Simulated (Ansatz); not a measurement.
# Geometry relaxation, with input and output: C₃H₅AlS

C₃H₅AlS, computed with RKS PBE0-D4/def2-TZVP (Ansatz 0.2.0).

The geometry: PBE-D4/def2-SVP start. Figures and captions count atoms from 1; the log counts them from 0 in places.

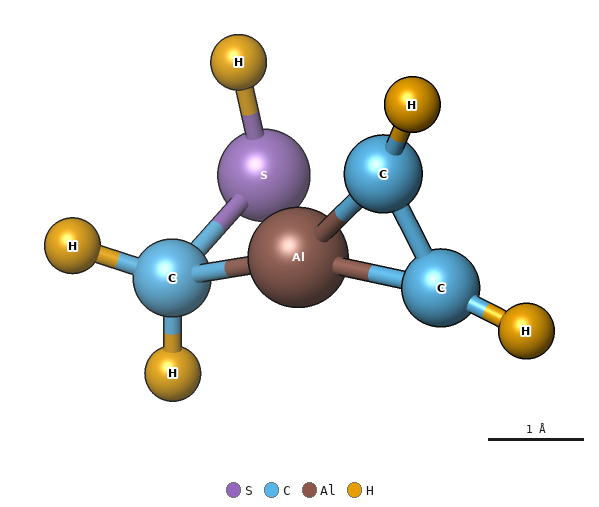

**Figure 1.** The input geometry (ball-and-stick view, seen at a tilt). Sticks mark near contacts.

Key numbers

```json
{"quantity": "outcome", "value": "converged"}
{"quantity": "total energy", "value": "−20613.7312 eV"}
{"quantity": "mean-field energy", "value": "−20613.5379 eV"}
{"quantity": "dispersion energy", "value": "−0.1933 eV"}
{"quantity": "SCF solution under orbital rotations", "value": "stable"}
{"quantity": "largest force (length of the vector) at the end", "value": "0.003 eV/Å"}
{"quantity": "dipole moment", "value": "2.00 D"}
{"quantity": "hardware", "value": "4 threads of INTEL XEON PLATINUM @ 2.10GHz, 23 GiB of memory available, shared host"}
{"quantity": "wall time", "value": "19 s (CPU time 67 s)"}
{"quantity": "peak memory", "value": "0.53 GiB"}
```

Input
```yaml
crystal:
  periodic: [false, false, false]
  atoms:
    - {symbol: S, position_ang: [-1.617202, -1.518522, -0.892675]}
    - {symbol: C, position_ang: [-0.091304, -1.803773, 0.152744]}
    - {symbol: Al, position_ang: [0.416767, 0.078820, 0.075728]}
    - {symbol: C, position_ang: [0.342972, 1.903217, 0.529800]}
    - {symbol: C, position_ang: [1.228899, 1.670954, -0.503657]}
    - {symbol: H, position_ang: [-2.346557, -0.870451, 0.061504]}
    - {symbol: H, position_ang: [-0.338579, -2.326626, 1.095869]}
    - {symbol: H, position_ang: [0.550816, -2.464969, -0.462599]}
    - {symbol: H, position_ang: [0.090275, 2.873523, 1.001928]}
    - {symbol: H, position_ang: [1.847012, 2.406626, -1.055641]}
basis:
  gaussian: {orbitals: def2-TZVP}
hamiltonian: {xc: pbe0, dispersion: d4}
relax: {f_tol: 0.005, max_steps: 150}
```

Launched with:
```bash
ansatz run in.yaml --threads 4 --pin off --events-out ev --progress --plain --max-ram 10444MiB
```

Log
```
Functional definition: PBE0
  name "PBE0"
  cite "Adamo & Barone, J. Chem. Phys. 110, 6158 (1999) doi:10.1063/1.478522"
  cite "Perdew, Burke & Ernzerhof, Phys. Rev. Lett. 77, 3865 (1996) doi:10.1103/PhysRevLett.77.3865"
  parent pbe
  parameter a = 0.25
  parameter kappa = 0.804
  parameter beta = 0.06672455060314922
  exchange = (1 - a)*pbe_x(kappa = kappa, mu = beta*pi^2/3) + a*exact_x
  correlation = pbe_c(beta = beta)
1310 factors; their error is unknown
mean field evaluation 1: about -20601.6805 eV, gradient 6.8e1 eV
mean field evaluation 2: about -20584.9832 eV, gradient 9.7e1 eV
mean field evaluation 4: about -20613.2464 eV, gradient 9.2e0 eV
mean field evaluation 8: about -20613.4556 eV, gradient 1.2e-1 eV
mean field evaluation 16: about -20613.4826 eV, gradient 4.8e-4 eV
mean field -20613.48259791 eV, -757.5315131530 hartree, gradient 4.9e-5 eV, S^2 0.000000; 0 other end points of the search recorded, 0 dependent functions left out
the calculation of the forces begins
reference -20613.48263169 eV, -757.5315143941 hartree; 26, 26 occupied and 171, 171 virtual orbitals, 1310 factors
relax step   1: F+E_penalty+E_count = -20613.67309381 eV  Δ(F+E_penalty+E_count) = +0.000e0 eV  max|allowed force component| = 6.680e-1 eV/Å  Δτ_max = 0.0000 Å  (29 SCF iters, accepted)
these checks for a lower state are left out or cut short: starts, cluster_reference, orbital_swaps, neighbouring_geometries, increment
1310 factors; their error is unknown
mean field -20613.53004611 eV, -757.5332568419 hartree, gradient 1.1e-5 eV, S^2 0.000000; 0 other end points of the search recorded, 0 dependent functions left out
the calculation of the forces begins
reference -20613.53007960 eV, -757.5332580729 hartree; 26, 26 occupied and 171, 171 virtual orbitals, 1310 factors
relax step   2: F+E_penalty+E_count = -20613.72182542 eV  Δ(F+E_penalty+E_count) = -4.873e-2 eV  max|allowed force component| = 2.796e-1 eV/Å  Δτ_max = 0.0459 Å  (32 SCF iters, accepted)
these checks for a lower state are left out or cut short: starts, cluster_reference, orbital_swaps, neighbouring_geometries, increment
1310 factors; their error is unknown
mean field evaluation 32: about -20613.5378 eV, gradient 1.1e-5 eV
mean field -20613.53776810 eV, -757.5335406198 hartree, gradient 1.1e-5 eV, S^2 0.000000; 0 other end points of the search recorded, 0 dependent functions left out
the calculation of the forces begins
reference -20613.53780143 eV, -757.5335418449 hartree; 26, 26 occupied and 171, 171 virtual orbitals, 1310 factors
relax step   3: F+E_penalty+E_count = -20613.73072084 eV  Δ(F+E_penalty+E_count) = -8.895e-3 eV  max|allowed force component| = 4.745e-2 eV/Å  Δτ_max = 0.0308 Å  (33 SCF iters, accepted)
these checks for a lower state are left out or cut short: starts, cluster_reference, orbital_swaps, neighbouring_geometries, increment
1310 factors; their error is unknown
mean field -20613.53796089 eV, -757.5335477047 hartree, gradient 1.2e-5 eV, S^2 0.000000; 0 other end points of the search recorded, 0 dependent functions left out
the calculation of the forces begins
reference -20613.53799420 eV, -757.5335489291 hartree; 26, 26 occupied and 171, 171 virtual orbitals, 1310 factors
relax step   4: F+E_penalty+E_count = -20613.73101278 eV  Δ(F+E_penalty+E_count) = -2.919e-4 eV  max|allowed force component| = 1.885e-2 eV/Å  Δτ_max = 0.0135 Å  (33 SCF iters, accepted)
these checks for a lower state are left out or cut short: starts, cluster_reference, orbital_swaps, neighbouring_geometries, increment
1310 factors; their error is unknown
mean field -20613.53799127 eV, -757.5335488214 hartree, gradient 1.2e-5 eV, S^2 0.000000; 0 other end points of the search recorded, 0 dependent functions left out
the calculation of the forces begins
reference -20613.53802458 eV, -757.5335500453 hartree; 26, 26 occupied and 171, 171 virtual orbitals, 1310 factors
relax step   5: F+E_penalty+E_count = -20613.73114027 eV  Δ(F+E_penalty+E_count) = -1.275e-4 eV  max|allowed force component| = 2.041e-2 eV/Å  Δτ_max = 0.0078 Å  (34 SCF iters, accepted)
these checks for a lower state are left out or cut short: starts, cluster_reference, orbital_swaps, neighbouring_geometries, increment
1310 factors; their error is unknown
mean field -20613.53796864 eV, -757.5335479897 hartree, gradient 1.2e-5 eV, S^2 0.000000; 0 other end points of the search recorded, 0 dependent functions left out
the calculation of the forces begins
reference -20613.53800194 eV, -757.5335492134 hartree; 26, 26 occupied and 171, 171 virtual orbitals, 1310 factors
relax step   6: F+E_penalty+E_count = -20613.73117927 eV  Δ(F+E_penalty+E_count) = -3.900e-5 eV  max|allowed force component| = 1.441e-2 eV/Å  Δτ_max = 0.0029 Å  (35 SCF iters, accepted)
these checks for a lower state are left out or cut short: starts, cluster_reference, orbital_swaps, neighbouring_geometries, increment
1310 factors; their error is unknown
mean field -20613.53794350 eV, -757.5335470659 hartree, gradient 1.2e-5 eV, S^2 0.000000; 0 other end points of the search recorded, 0 dependent functions left out
the calculation of the forces begins
reference -20613.53797680 eV, -757.5335482894 hartree; 26, 26 occupied and 171, 171 virtual orbitals, 1310 factors
relax step   7: F+E_penalty+E_count = -20613.73119931 eV  Δ(F+E_penalty+E_count) = -2.004e-5 eV  max|allowed force component| = 6.506e-3 eV/Å  Δτ_max = 0.0021 Å  (35 SCF iters, accepted)
these checks for a lower state are left out or cut short: starts, cluster_reference, orbital_swaps, neighbouring_geometries, increment
1310 factors; their error is unknown
mean field evaluation 64: about -20613.5377 eV, gradient 3.8e-1 eV
mean field -20613.53790336 eV, -757.5335455906 hartree, gradient 1.2e-5 eV, S^2 0.000000; 0 other end points of the search recorded, 0 dependent functions left out
the calculation of the forces begins
reference -20613.53793665 eV, -757.5335468140 hartree; 26, 26 occupied and 171, 171 virtual orbitals, 1310 factors
relax step   8: F+E_penalty+E_count = -20613.73121079 eV  Δ(F+E_penalty+E_count) = -1.148e-5 eV  max|allowed force component| = 2.901e-3 eV/Å  Δτ_max = 0.0029 Å  (34 SCF iters, accepted)
```

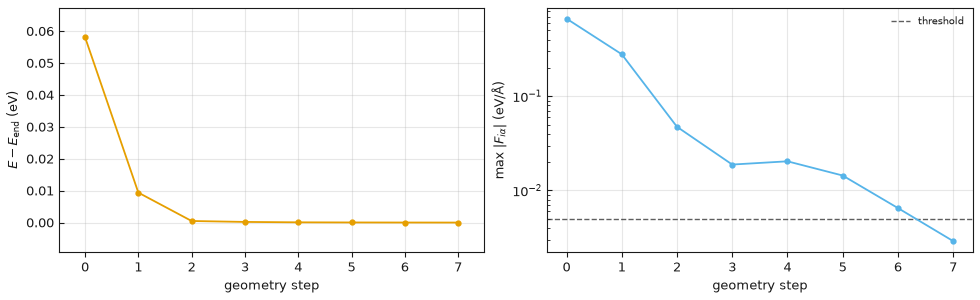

**Figure 2.** Progress of the relaxation, step by step (the first geometry is step 0 here and step 1 in the log).

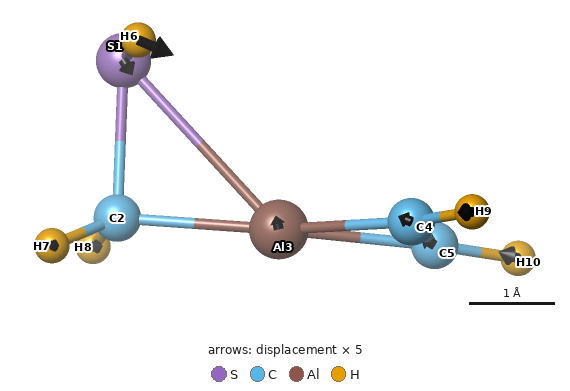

**Figure 3.** The starting structure with the displacements as black arrows, magnified 5 times (ball-and-stick view, seen at a tilt). The two geometries are laid on each other by the best rigid fit. The energy falls by 0.058 eV in 7 geometry steps. Largest force component: 0.67 eV/Å at the start, 0.0029 eV/Å at the end. The atom that moves furthest after the best rigid fit is H6 (0.094 Å). Largest moves by element: H 0.094 Å, S 0.044 Å, C 0.041 Å, Al 0.034 Å. Among the contacts that change: S1–Al3 2.762 → 2.690 Å, Al3–C5 1.879 → 1.853 Å, Al3–C4 1.882 → 1.855 Å, S1–C2 1.872 → 1.846 Å. (Atoms are counted from 1 in the order of the input.)

```
1310 factors; their error is unknown
mean field -20613.53790336 eV, -757.5335455906 hartree, gradient 1.2e-5 eV, S^2 0.000000; 1 other end points of the search recorded, 0 dependent functions left out
the calculation of the forces begins
reference -20613.53793665 eV, -757.5335468140 hartree; 26, 26 occupied and 171, 171 virtual orbitals, 1310 factors
Total energy: -20613.73124409 eV, -757.5406507313 hartree
Atom 0 at    -1.587400    -1.498429    -0.867195 Å, force     0.002901     0.000152     0.000051 eV/Å
Atom 1 at    -0.082594    -1.795072     0.159240 Å, force    -0.001376     0.000221    -0.002733 eV/Å
Atom 2 at     0.386362     0.076412     0.060874 Å, force    -0.001746     0.001203     0.000514 eV/Å
Atom 3 at     0.326655     1.872524     0.522708 Å, force     0.000323     0.000589    -0.002368 eV/Å
Atom 4 at     1.199809     1.642679    -0.502743 Å, force     0.001121    -0.000062     0.001930 eV/Å
Atom 5 at    -2.284426    -0.801107     0.047086 Å, force     0.001087    -0.000729     0.000722 eV/Å
Atom 6 at    -0.328962    -2.314471     1.082159 Å, force    -0.000486    -0.000194     0.001096 eV/Å
Atom 7 at     0.549799    -2.437536    -0.454819 Å, force    -0.001082    -0.000815     0.000636 eV/Å
Atom 8 at     0.094357     2.829974     0.986986 Å, force    -0.000295    -0.000283     0.002069 eV/Å
Atom 9 at     1.809499     2.373825    -1.031295 Å, force    -0.000448    -0.000082    -0.001917 eV/Å
Dipole moment:    -0.074292    -0.373442     0.169447 e Å
```

Trajectory as extended XYZ (Å, eV, eV/Å), 8 frames, from step=1 to step=8
```
10
Properties=species:S:1:pos:R:3:forces:R:3 step=1 energy=-20613.67309
S    -1.6172   -1.5185   -0.8927    0.1194   0.1750   0.6680
C    -0.0913   -1.8038    0.1527   -0.0031  -0.2833  -0.0552
Al    0.4168    0.0788    0.0757    0.0000   0.4930  -0.0418
C     0.3430    1.9032    0.5298    0.3156  -0.0206  -0.3306
C     1.2289    1.6710   -0.5037   -0.2729   0.1212   0.3255
H    -2.3466   -0.8705    0.0615    0.2816  -0.2251  -0.3762
H    -0.3386   -2.3266    1.0959    0.0895   0.2968  -0.5354
H     0.5508   -2.4650   -0.4626   -0.3370   0.3359   0.3001
H     0.0903    2.8735    1.0019    0.1613  -0.5140  -0.2831
H     1.8470    2.4066   -1.0556   -0.3544  -0.3789   0.3286
10
Properties=species:S:1:pos:R:3:forces:R:3 step=2 energy=-20613.72183
S    -1.6028   -1.5147   -0.8797    0.0876   0.0935   0.2794
C    -0.0848   -1.7966    0.1535   -0.0937  -0.0687  -0.0616
Al    0.4062    0.0784    0.0748    0.0113   0.2796  -0.0428
C     0.3388    1.8897    0.5282    0.0933  -0.0943  -0.1173
C     1.2130    1.6587   -0.5016   -0.1099  -0.0577   0.1234
H    -2.3129   -0.8404    0.0528    0.1051  -0.0923  -0.1511
H    -0.3389   -2.3126    1.0825    0.0500   0.0851  -0.1420
H     0.5465   -2.4521   -0.4564   -0.0830   0.1109   0.0928
H     0.0957    2.8504    0.9933    0.0506  -0.1520  -0.0839
H     1.8222    2.3880   -1.0444   -0.1113  -0.1041   0.1029
10
Properties=species:S:1:pos:R:3:forces:R:3 step=3 energy=-20613.73072
S    -1.5929   -1.5050   -0.8717    0.0475  -0.0126   0.0104
C    -0.0842   -1.7909    0.1545   -0.0419   0.0113   0.0079
Al    0.3957    0.0780    0.0696   -0.0158   0.0126  -0.0249
C     0.3326    1.8752    0.5257   -0.0176  -0.0075   0.0389
C     1.2019    1.6451   -0.5016    0.0214  -0.0274  -0.0306
H    -2.2953   -0.8166    0.0443    0.0008   0.0084   0.0090
H    -0.3306   -2.3034    1.0810   -0.0034  -0.0160   0.0079
H     0.5499   -2.4373   -0.4524    0.0046  -0.0084  -0.0178
H     0.0979    2.8309    0.9916   -0.0009   0.0179  -0.0026
H     1.8080    2.3729   -1.0379    0.0054   0.0217   0.0018
10
Properties=species:S:1:pos:R:3:forces:R:3 step=4 energy=-20613.73101
S    -1.5902   -1.5058   -0.8696    0.0047   0.0056   0.0001
C    -0.0847   -1.7930    0.1561   -0.0033   0.0018   0.0116
Al    0.3929    0.0776    0.0676   -0.0089  -0.0137  -0.0173
C     0.3312    1.8742    0.5261   -0.0172   0.0011   0.0124
C     1.2000    1.6446   -0.5026    0.0189  -0.0120  -0.0090
H    -2.2859   -0.8068    0.0436   -0.0108   0.0062   0.0007
H    -0.3312   -2.3079    1.0815    0.0035  -0.0071   0.0025
H     0.5482   -2.4387   -0.4536    0.0107   0.0004  -0.0024
H     0.0959    2.8307    0.9905    0.0053   0.0068   0.0007
H     1.8067    2.3739   -1.0367   -0.0029   0.0107   0.0007
10
Properties=species:S:1:pos:R:3:forces:R:3 step=5 energy=-20613.73114
S    -1.5889   -1.5049   -0.8676   -0.0114   0.0047  -0.0136
C    -0.0845   -1.7945    0.1578    0.0126  -0.0006   0.0204
Al    0.3905    0.0765    0.0650   -0.0052  -0.0087  -0.0077
C     0.3294    1.8728    0.5253    0.0011   0.0004   0.0028
C     1.1994    1.6435   -0.5031   -0.0001   0.0015  -0.0001
H    -2.2844   -0.7995    0.0416    0.0009  -0.0006   0.0022
H    -0.3297   -2.3117    1.0826    0.0030   0.0005  -0.0028
H     0.5496   -2.4380   -0.4534   -0.0014   0.0030  -0.0011
H     0.0963    2.8296    0.9907    0.0016  -0.0002  -0.0037
H     1.8055    2.3748   -1.0358   -0.0012  -0.0001   0.0036
10
Properties=species:S:1:pos:R:3:forces:R:3 step=6 energy=-20613.73118
S    -1.5888   -1.5032   -0.8672   -0.0079   0.0039  -0.0023
C    -0.0844   -1.7947    0.1586    0.0144  -0.0039   0.0084
Al    0.3889    0.0761    0.0630   -0.0041   0.0016  -0.0030
C     0.3281    1.8723    0.5242    0.0012  -0.0010  -0.0024
C     1.1994    1.6430   -0.5032    0.0000   0.0025   0.0054
H    -2.2839   -0.7987    0.0431    0.0009  -0.0018  -0.0013
H    -0.3283   -2.3131    1.0829   -0.0025   0.0011  -0.0031
H     0.5496   -2.4369   -0.4541   -0.0020   0.0000  -0.0001
H     0.0954    2.8293    0.9891    0.0011  -0.0007  -0.0010
H     1.8071    2.3747   -1.0334   -0.0012  -0.0017  -0.0006
10
Properties=species:S:1:pos:R:3:forces:R:3 step=7 energy=-20613.73120
S    -1.5884   -1.5012   -0.8669   -0.0023   0.0028   0.0005
C    -0.0836   -1.7949    0.1591    0.0065  -0.0029  -0.0003
Al    0.3877    0.0761    0.0618   -0.0030   0.0029  -0.0002
C     0.3271    1.8723    0.5231    0.0031  -0.0014  -0.0004
C     1.2000    1.6427   -0.5027   -0.0024   0.0018   0.0014
H    -2.2840   -0.7994    0.0451    0.0007  -0.0014  -0.0009
H    -0.3284   -2.3141    1.0826   -0.0016   0.0006  -0.0003
H     0.5496   -2.4369   -0.4547   -0.0010  -0.0010   0.0011
H     0.0947    2.8296    0.9877   -0.0012   0.0000   0.0000
H     1.8083    2.3744   -1.0321    0.0012  -0.0015  -0.0008
10
Properties=species:S:1:pos:R:3:forces:R:3 step=8 energy=-20613.73121
S    -1.5874   -1.4984   -0.8672    0.0029   0.0002   0.0001
C    -0.0826   -1.7951    0.1592   -0.0014   0.0002  -0.0027
Al    0.3864    0.0764    0.0609   -0.0017   0.0012   0.0005
C     0.3267    1.8725    0.5227    0.0003   0.0006  -0.0024
C     1.1998    1.6427   -0.5027    0.0011  -0.0001   0.0019
H    -2.2844   -0.8011    0.0471    0.0011  -0.0007   0.0007
H    -0.3290   -2.3145    1.0822   -0.0005  -0.0002   0.0011
H     0.5498   -2.4375   -0.4548   -0.0011  -0.0008   0.0006
H     0.0944    2.8300    0.9870   -0.0003  -0.0003   0.0021
H     1.8095    2.3738   -1.0313   -0.0004  -0.0001  -0.0019
```

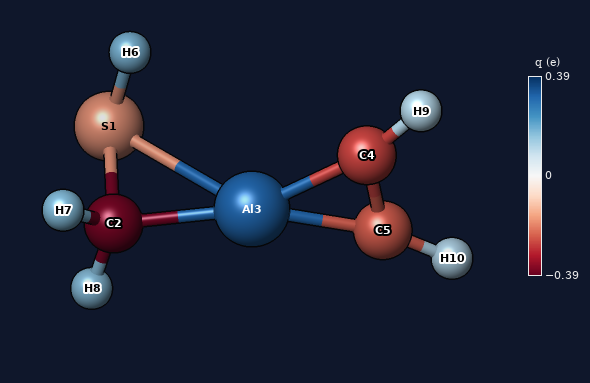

**Figure 4.** Mulliken charges, as the colour of each atom (ball-and-stick view, seen at a tilt; atoms are numbered from 1 in the order of the input; Mulliken charges depend strongly on the basis). By element: S −0.17, C −0.37 to −0.24, Al +0.31 and H +0.11 to +0.18 e.
